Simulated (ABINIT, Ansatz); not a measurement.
# ZnWO4 (P2/c): one start, several treatments of the self-energy

Aim: compare treatments of exchange, screening and correlation for the gap of ZnWO4 (P2/c).

Calculated with ABINIT 10.8.3; LDA and many-body steps on it, plane waves.

**Experimental background.**

- Gap 3.9 eV: direct gap from absorption edge with Urbach fit (lower value of the range); optical absorption; 300 K; bulk crystal (thin cleaved platelet of Czochralski crystal, 10-30 um thick) (“Optical absorption of divalent metal tungstates: Correlation between the band-gap energy and the cation ionic radius”, 2008, arxiv:0807.2115).

## (1) Set-up

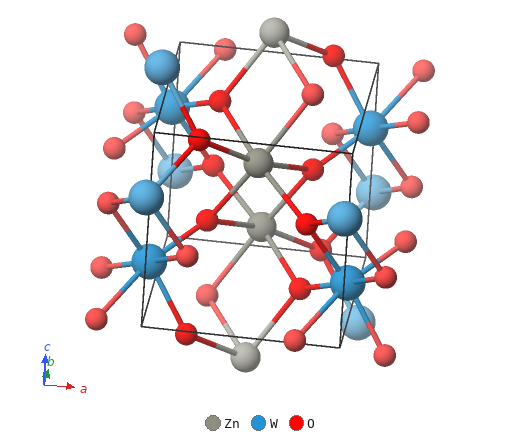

The starting structure, seen slightly off an axis (zinc grey, tungsten blue, oxygen red). Some periodic images of atoms are drawn too.

The cell and positions come from the Crystallography Open Database and are kept as given unless a step says otherwise. Spin-orbit coupling is left out unless a step names it.

## (2) Empty states on the mesh, 4×2×2 mesh, 498 bands

This step: ABINIT 10.8.3; DFT, LDA, plane waves, norm-conserving pseudopotentials.

The sums over transitions need many empty states on a uniform mesh; this step solves for them.

File run.abi:

```
acell 3*1.0 Angstrom
rprim 
  4.698600000000 0.000000000000 0.000000000000
  0.000000000000 5.729300000000 0.000000000000
  -0.052988409000 0.000000000000 4.936415614400
ntypat 3
znucl 30 74 8
natom 12
typat 1 1 2 2 3 3 3 3 3 3 3 3
xred 
  0.500000000000 0.684000000000 0.250000000000
  0.500000000000 0.316000000000 0.750000000000
  0.000000000000 0.182580000000 0.250000000000
  0.000000000000 0.817420000000 0.750000000000
  0.216900000000 0.105100000000 0.936300000000
  0.783100000000 0.105100000000 0.563700000000
  0.783100000000 0.894900000000 0.063700000000
  0.216900000000 0.894900000000 0.436300000000
  0.256500000000 0.377700000000 0.399600000000
  0.743500000000 0.377700000000 0.100400000000
  0.743500000000 0.622300000000 0.600400000000
  0.256500000000 0.622300000000 0.899600000000
pp_dirpath "pseudos"
pseudos "Zn.upf, W.upf, O.upf"
ecut 36
ngkpt 4 2 2
nshiftk 1
shiftk 0 0 0
kptopt 1
chksymbreak 0
iscf -2
irdden 1
istwfk *1
nband 498
nbdbuf 44
tolwfr 1e-09
nstep 60
prtvol 0
indata_prefix "in"
outdata_prefix "out"
tmpdata_prefix "tmp"
```

Run with:

```sh
> OMP_NUM_THREADS=1 mpirun -n 12 abinit run.abi > log
```

Numbers of over 12 decimals in the logs are rounded to 6 here.

Output:

```text
.Version 10.8.3 of ABINIT. v10.8.2 released Aug 2026.

 Symmetries : space group P2/c (# 13); Bravais mP (primitive monocl.)
[... echo of the input left out ...]
== DATASET  1 ==================================================================
-   mpi_nproc: 12, omp_nthreads: 1 (-1 if OMP is not activated)

--- !DatasetInfo
iteration_state: {dtset: 1, }
dimensions: {natom: 12, nkpt: 12, mband: 498, nsppol: 1, nspinor: 1, nspden: 1, mpw: 9270, }
cutoff_energies: {ecut:  36.0, pawecutdg:  -1.0, }
[...]
4.46982    4.47514    4.49373    4.49545    4.49667    4.49674    4.50793    4.52319
   4.52583    4.53361    4.54239    4.54423    4.54515    4.55724    4.56365    4.57541
   4.57930    4.58642
 prteigrs : prtvol=0 or 1, do not print more k-points.

== END DATASET(S) ==============================================================
================================================================================

 -outvars: echo values of variables after computation  --------
            nband         498
             nkpt          12
          spgroup          13
 [... the other variables as echoed above ...]

 Calculation completed.
```

Elapsed: 16 min, on 12 MPI ranks of Arm Neoverse N1, shared host; peak memory 2 GiB; 3.3 h of CPU time.

Numbers from this step:

```yaml
gap: 2.885 eV
k_of_the_valence_top: 0, 0.5, 0
k_of_the_conduction_bottom: 0, 0.5, 0
least_direct_gap: 2.885 eV
k_points_computed: 12
lowest_point_of_the_top_converged_band_above_the_valence_top: 110.8532 eV
```

On this mesh the gap is 2.885 eV.

The density comes from a self-consistent run that is not shown.

## (3) Screening, 4×2×2 mesh, 219 bands, screening to 141.5 eV

The RPA dielectric matrix is built and inverted for each q.

This step: RPA screening on LDA, plane waves, norm-conserving pseudopotentials.

Changes to run.abi since step 2:

```diff
@@ -30,10 +30,11 @@
 chksymbreak 0
-iscf -2
-irdden 1
 istwfk *1
-nband 498
-nbdbuf 44
-tolwfr 1e-09
-nstep 60
-prtvol 0
+occopt 1
+irdwfk 1
+optdriver 3
+nband 219
+ecuteps 5.2
+inclvkb 2
+awtr 1
+symchi 1
 indata_prefix "in"
```

Run with:

```sh
> OMP_NUM_THREADS=1 mpirun -n 16 abinit run.abi > log
```

Output:

```text
.Version 10.8.3 of ABINIT. v10.8.2 released Aug 2026.

 Symmetries : space group P2/c (# 13); Bravais mP (primitive monocl.)
[... echo of the input left out ...]
== DATASET  1 ==================================================================
-   mpi_nproc: 16, omp_nthreads: 1 (-1 if OMP is not activated)

--- !DatasetInfo
iteration_state: {dtset: 1, }
dimensions: {natom: 12, nkpt: 12, mband: 219, nsppol: 1, nspinor: 1, nspden: 1, mpw: 9270, }
cutoff_energies: {ecut:  36.0, pawecutdg:  -1.0, }
electrons: {nelect:   1.16000000E+02, charge:   0.00000000E+00, occopt:   1.00000000E+00, tsmear:   1.00000000E-02, }

 SCREENING: Calculation of the susceptibility and dielectric matrices

 Based on a program developped by R.W. Godby, V. Olevano, G. Onida, and L. Reining.
 Incorporated in ABINIT by V. Olevano, G.-M. Rignanese, and M. Torrent.
.Using double precision arithmetic ; gwpc =  8

[... cell and pseudopotentials left out ...]
--------------------------------------------------------------------------------

 ==== K-mesh for the wavefunctions ====
 Number of points in the irreducible wedge :    12
[... list of points left out ...]
 Together with  4 symmetry operations and time-reversal symmetry
 yields    16 points in the full Brillouin Zone.

 ==== Q-mesh for the screening function ====
 Number of points in the irreducible wedge :    12
[... list of points left out ...]
 Together with  4 symmetry operations and time-reversal symmetry
 yields    16 points in the full Brillouin Zone.

 setmesh: FFT mesh size selected  =    36x   45x   36
          total number of points  =        58320

 vcoul_init : cutoff-mode = AUXILIARY_FUNCTION
 q-points for optical limit:   1
     1)      0.000010    0.000020    0.000030

- screening: taking advantage of time-reversal symmetry
- Maximum band index for partially occupied states nbvw = 58
- Remaining bands to be divided among processors   nbcw = 161
- Number of bands treated by each node ~10

 Number of electrons calculated from density =  116.0000; Expected =  116.0000
 average of density, n =  0.129354
 r_s =    1.2266
 omega_plasma =   34.6933 [eV]

 calculating chi0 at frequencies [eV] :
  1    0.000000E+00    0.000000E+00
  2    0.000000E+00    3.469328E+01

--------------------------------------------------------------------------------
  q-point number  1        q = ( 0.000000, 0.000000, 0.000000) [r.l.u.]
--------------------------------------------------------------------------------
[... chi0 elements left out ...]
 For q-point:  0.000010 0.000020 0.000030
  dielectric constant =   5.5298
  dielectric constant without local fields =   6.3313

  Average fulfillment of the sum rule on Im[epsilon] for q-point    1 :     49.10  [%]
[... wings left out ...]
  q-point number  2        q = ( 0.250000, 0.000000, 0.000000) [r.l.u.]
--------------------------------------------------------------------------------
[... chi0 elements left out ...]
  Average fulfillment of the sum rule on Im[epsilon] for q-point    2 :     57.28  [%]

 [... 10 further q-points ...]
```

Elapsed: 12 min, on 16 MPI ranks; peak memory 18 GiB; 3.1 h of CPU time.

Numbers from this step:

- ε∞ with local fields, on this mesh, along the program's q direction: 5.530
- the same without local fields: 6.331
- plasma frequency: 34.69 eV
- plane waves in the screening matrix: 519

Local fields lower ε∞ by 13 %. On a Γ-centred mesh this coarse the value itself is usually too large, while a short band sum pulls it down.

## (4) G0W0, Godby-Needs plasmon pole

The self-energy is evaluated for the states that the input lists, and the levels follow from it, in one-shot runs by the linearised quasiparticle equation.

This step: G0W0 on LDA, plane waves, norm-conserving pseudopotentials.

Changes to run.abi since step 3:

```diff
@@ -33,8 +33,17 @@
 irdwfk 1
-optdriver 3
+optdriver 4
 nband 219
+gwcalctyp 0
+ecutsigx 36
+symsigma 1
+nkptgw 2
+kptgw 
+  0.0000000000 0.5000000000 0.0000000000
+  0.0000000000 0.0000000000 0.0000000000
+bdgw 
+  57 60
+  57 60
 ecuteps 5.2
-inclvkb 2
-awtr 1
-symchi 1
+irdscr 1
+ppmodel 1
 indata_prefix "in"
```

Output:

```text
.Version 10.8.3 of ABINIT. v10.8.2 released Aug 2026.

 Symmetries : space group P2/c (# 13); Bravais mP (primitive monocl.)
[... echo of the input left out ...]
== DATASET  1 ==================================================================
-   mpi_nproc: 16, omp_nthreads: 1 (-1 if OMP is not activated)

--- !DatasetInfo
iteration_state: {dtset: 1, }
dimensions: {natom: 12, nkpt: 12, mband: 219, nsppol: 1, nspinor: 1, nspden: 1, mpw: 9270, }
cutoff_energies: {ecut:  36.0, pawecutdg:  -1.0, }
electrons: {nelect:   1.16000000E+02, charge:   0.00000000E+00, occopt:   1.00000000E+00, tsmear:   1.00000000E-02, }

 SIGMA: Calculation of the GW corrections

 Based on a program developped by R.W. Godby, V. Olevano, G. Onida, and L. Reining.
 Incorporated in ABINIT by V. Olevano, G.-M. Rignanese, and M. Torrent.
.Using double precision arithmetic ; gwpc =  8

[... cell and pseudopotentials left out ...]
--------------------------------------------------------------------------------

 ==== K-mesh for the wavefunctions ====
 Number of points in the irreducible wedge :    12
[... list of points left out ...]
 Together with  4 symmetry operations and time-reversal symmetry
 yields    16 points in the full Brillouin Zone.

 ==== Q-mesh for screening function ====
 Number of points in the irreducible wedge :    12
[... list of points left out ...]
 Together with  4 symmetry operations and time-reversal symmetry
 yields    16 points in the full Brillouin Zone.

 vcoul_init : cutoff-mode = AUXILIARY_FUNCTION
 q-points for optical limit:   1
     1)      0.000010    0.000020    0.000030
 setmesh: FFT mesh size selected  =    48x   60x   54
          total number of points  =       155520

 Number of electrons calculated from density =  116.0000; Expected =  116.0000
 average of density, n =  0.129354
 r_s =    1.2266
 omega_plasma =   34.6933 [eV]

 === KS Band Gaps ===
  >>>> For spin  1
   Minimum direct gap =   2.8848 [eV], located at k-point      :   0.0000  0.5000  0.0000
   Fundamental gap    =   2.8848 [eV], Top of valence bands at :   0.0000  0.5000  0.0000
                                       Bottom of conduction at :   0.0000  0.5000  0.0000
 SIGMA fundamental parameters:
 PLASMON POLE MODEL  1
 number of plane-waves for SigmaX                 9239
 number of plane-waves for SigmaC and W            519
 number of plane-waves for wavefunctions          9239
 number of bands                                   219
 number of independent spin polarizations            1
 number of spinorial components                      1
 number of k-points in IBZ                          12
 number of q-points in IBZ                          12
 number of symmetry operations                       4
 number of k-points in BZ                           16
 number of q-points in BZ                           16
 number of frequencies for dSigma/dE                 9
 frequency step for dSigma/dE [eV]                0.25
 number of omega for Sigma on real axis              0
 max omega for Sigma on real axis  [eV]           0.00
 zcut for avoiding poles [eV]                     0.10

 EPSILON^-1 parameters (SCR file):
 dimension of the eps^-1 matrix on file            519
 dimension of the eps^-1 matrix used               519
 number of plane-waves for wavefunctions          9239
 number of bands                                   219
 number of q-points in IBZ                          12
 number of frequencies                               2
 number of real frequencies                          1
 number of imag frequencies                          1

 matrix elements of self-energy operator (all in [eV])

 Perturbative Calculation

--- !SelfEnergy_ee
iteration_state: {dtset: 1, }
kpoint     : [   0.000,    0.500,    0.000, ]
spin       : 1
KS_gap     :    2.885
QP_gap     :    4.684
Delta_QP_KS:    1.799
data: !SigmaeeData |
     Band     E0 <VxcDFT>   SigX SigC(E0)      Z dSigC/dE  Sig(E)    E-E0       E
       57   4.742 -19.653 -24.537   4.768   0.781  -0.280 -19.743  -0.090   4.652
       58   5.227 -21.858 -26.921   4.908   0.787  -0.270 -21.979  -0.121   5.106
       59   8.112 -17.481 -11.845  -3.604   0.825  -0.212 -15.804   1.678   9.789
       60   9.036 -18.313 -12.545  -3.528   0.817  -0.224 -16.483   1.831  10.867

--- !SelfEnergy_ee
iteration_state: {dtset: 1, }
kpoint     : [   0.000,    0.000,    0.000, ]
spin       : 1
KS_gap     :    3.593
QP_gap     :    5.360
Delta_QP_KS:    1.767
data: !SigmaeeData |
     Band     E0 <VxcDFT>   SigX SigC(E0)      Z dSigC/dE  Sig(E)    E-E0       E
       57   4.970 -19.937 -24.981   4.938   0.780  -0.281 -20.020  -0.083   4.887
       58   4.982 -20.586 -25.499   4.813   0.785  -0.274 -20.665  -0.078   4.903
       59   8.574 -17.732 -12.542  -3.128   0.819  -0.221 -16.043   1.689  10.263
       60   9.029 -18.251 -12.596  -3.490   0.817  -0.224 -16.482   1.769  10.798

== END DATASET(S) ==============================================================
================================================================================

 -outvars: echo values of variables after computation  --------
           etotal      0.0000000000E+00
            nband         219
             nkpt          12
          spgroup          13
 [... the other variables as echoed above ...]

 Calculation completed.
```

Elapsed: 40 s, on 16 MPI ranks; peak memory 7.3 GiB.

This step gave:

```yaml
g0w0_gap_on_the_points_computed: 4.683 eV
starting_gap_on_the_mesh: 2.885 eV
k_of_the_valence_top: 0, 0.5, 0
k_of_the_conduction_bottom: 0, 0.5, 0
z_at_the_valence_top: 0.787
z_at_the_conduction_bottom: 0.825
least_direct_g0w0_gap_on_the_computed_points: 4.683 eV
```

The gap on the mesh goes from 2.88 eV to 4.68 eV, a correction of +1.80 eV.

## (5) G0W0, Engel-Farid plasmon pole

Changes to run.abi since step 4:

```diff
@@ -47,3 +47,3 @@
 irdscr 1
-ppmodel 1
+ppmodel 4
 indata_prefix "in"
```

Output:

```text
.Version 10.8.3 of ABINIT. v10.8.2 released Aug 2026.

 Symmetries : space group P2/c (# 13); Bravais mP (primitive monocl.)
[... echo of the input left out ...]
== DATASET  1 ==================================================================
-   mpi_nproc: 16, omp_nthreads: 1 (-1 if OMP is not activated)

--- !DatasetInfo
iteration_state: {dtset: 1, }
dimensions: {natom: 12, nkpt: 12, mband: 219, nsppol: 1, nspinor: 1, nspden: 1, mpw: 9270, }
cutoff_energies: {ecut:  36.0, pawecutdg:  -1.0, }
electrons: {nelect:   1.16000000E+02, charge:   0.00000000E+00, occopt:   1.00000000E+00, tsmear:   1.00000000E-02, }

 SIGMA: Calculation of the GW corrections

 Based on a program developped by R.W. Godby, V. Olevano, G. Onida, and L. Reining.
 Incorporated in ABINIT by V. Olevano, G.-M. Rignanese, and M. Torrent.
.Using double precision arithmetic ; gwpc =  8

[... cell and pseudopotentials left out ...]
--------------------------------------------------------------------------------

 ==== K-mesh for the wavefunctions ====
 Number of points in the irreducible wedge :    12
[... list of points left out ...]
 Together with  4 symmetry operations and time-reversal symmetry
 yields    16 points in the full Brillouin Zone.

 ==== Q-mesh for screening function ====
 Number of points in the irreducible wedge :    12
[... list of points left out ...]
 Together with  4 symmetry operations and time-reversal symmetry
 yields    16 points in the full Brillouin Zone.

 vcoul_init : cutoff-mode = AUXILIARY_FUNCTION
 q-points for optical limit:   1
     1)      0.000010    0.000020    0.000030
 setmesh: FFT mesh size selected  =    48x   60x   54
          total number of points  =       155520

 Number of electrons calculated from density =  116.0000; Expected =  116.0000
[...]
number of omega for Sigma on real axis              0
 max omega for Sigma on real axis  [eV]           0.00
 zcut for avoiding poles [eV]                     0.10

 EPSILON^-1 parameters (SCR file):
 dimension of the eps^-1 matrix on file            519
 dimension of the eps^-1 matrix used               519
 number of plane-waves for wavefunctions          9239
 number of bands                                   219
 number of q-points in IBZ                          12
 number of frequencies                               2
 number of real frequencies                          1
 number of imag frequencies                          1

 matrix elements of self-energy operator (all in [eV])

 Perturbative Calculation

--- !SelfEnergy_ee
iteration_state: {dtset: 1, }
kpoint     : [   0.000,    0.500,    0.000, ]
spin       : 1
KS_gap     :    2.885
QP_gap     :    4.694
Delta_QP_KS:    1.809
data: !SigmaeeData |
     Band     E0 <VxcDFT>   SigX SigC(E0)      Z dSigC/dE  Sig(E)    E-E0       E
       57   4.742 -19.653 -24.537   4.681   0.797  -0.255 -19.815  -0.162   4.581
       58   5.227 -21.858 -26.921   4.862   0.804  -0.244 -22.019  -0.162   5.065
       59   8.112 -17.481 -11.845  -3.669   0.838  -0.194 -15.833   1.648   9.760
[...]
--- !SelfEnergy_ee
iteration_state: {dtset: 1, }
kpoint     : [   0.000,    0.000,    0.000, ]
spin       : 1
KS_gap     :    3.593
QP_gap     :    5.406
Delta_QP_KS:    1.813
data: !SigmaeeData |
     Band     E0 <VxcDFT>   SigX SigC(E0)      Z dSigC/dE  Sig(E)    E-E0       E
[...]
59   8.574 -17.732 -12.542  -3.173   0.831  -0.203 -16.056   1.676  10.250
       60   9.029 -18.251 -12.596  -3.525   0.829  -0.206 -16.485   1.766  10.795

== END DATASET(S) ==============================================================
================================================================================

 -outvars: echo values of variables after computation  --------
           etotal      0.0000000000E+00
            nband         219
             nkpt          12
          spgroup          13
 [... the other variables as echoed above ...]

 Calculation completed.
```

The job ended after 38 s (16 MPI ranks; peak memory 5.8 GiB; 10 min of CPU time).

Numbers from this step:

| Item | Value |
| --- | --- |
| G0W0 gap on the points computed | 4.695 eV |
| starting gap on the mesh | 2.885 eV |
| k of the valence top | 0, 0.5, 0 |
| k of the conduction bottom | 0, 0.5, 0 |
| Z at the valence top | 0.804 |
| Z at the conduction bottom | 0.838 |
| least direct G0W0 gap on the computed points | 4.695 eV |

Against G0W0 in ABINIT (4×2×2 mesh, 219 bands, screening to 141.5 eV, Godby-Needs plasmon pole), the gap moves by +0.012 eV.

## (6) G0W0, von der Linden-Horsch plasmon pole

Changes to run.abi since step 5:

```diff
@@ -47,3 +47,3 @@
 irdscr 1
-ppmodel 4
+ppmodel 3
 indata_prefix "in"
```

Output:

```text
.Version 10.8.3 of ABINIT. v10.8.2 released Aug 2026.

 Symmetries : space group P2/c (# 13); Bravais mP (primitive monocl.)
[... echo of the input left out ...]
== DATASET  1 ==================================================================
-   mpi_nproc: 16, omp_nthreads: 1 (-1 if OMP is not activated)

--- !DatasetInfo
iteration_state: {dtset: 1, }
dimensions: {natom: 12, nkpt: 12, mband: 219, nsppol: 1, nspinor: 1, nspden: 1, mpw: 9270, }
cutoff_energies: {ecut:  36.0, pawecutdg:  -1.0, }
[...]
Band     E0 <VxcDFT>   SigX SigC(E0)      Z dSigC/dE  Sig(E)    E-E0       E
[...]
59   8.574 -17.732 -12.542  -3.274   0.875  -0.143 -16.057   1.675  10.250
       60   9.029 -18.251 -12.596  -3.603   0.873  -0.145 -16.459   1.792  10.821

== END DATASET(S) ==============================================================
================================================================================

 -outvars: echo values of variables after computation  --------
           etotal      0.0000000000E+00
            nband         219
             nkpt          12
          spgroup          13
 [... the other variables as echoed above ...]

 Calculation completed.
```

Run time: 38 s. Hardware: 16 MPI ranks; peak memory 5.8 GiB.

This step gave:

| Property | Result |
| --- | --- |
| G0W0 gap on the points computed | 4.737 eV |
| starting gap on the mesh | 2.885 eV |
| k of the valence top | 0, 0.5, 0 |
| k of the conduction bottom | 0, 0.5, 0 |
| least direct G0W0 gap on the computed points | 4.737 eV |

Against G0W0 in ABINIT (4×2×2 mesh, 219 bands, screening to 141.5 eV, Godby-Needs plasmon pole), the gap moves by +0.054 eV.

(Part 1 of 2 ends here.)

[Paths, hosts, dates, memory and timing lines, banners, echoed tables and standing remarks are left out of the program output.]

[Logs are printed without paths, hosts, clocks, repeated set-up lines and the standing remarks that a program may print on its own settings, such as how far it seeks lower states.]

[Runs of the session that timed out or met a known fault of the program may be left out.]

[Hosts, paths, dates, database ids (printed as entryN), source tags and the programs' standing remarks are cut or masked in the printed files.]

[G0W0 gaps are taken among the corrected bands and points alone; a level outside them can change the order at an edge.]

[Where Ansatz stands beside ABINIT at settings called matched, ABINIT's density can come from a denser mesh and the files from another edition; pairs whose starting gaps differed by over 0.03 eV were left out, so agreement reads better than it is.]
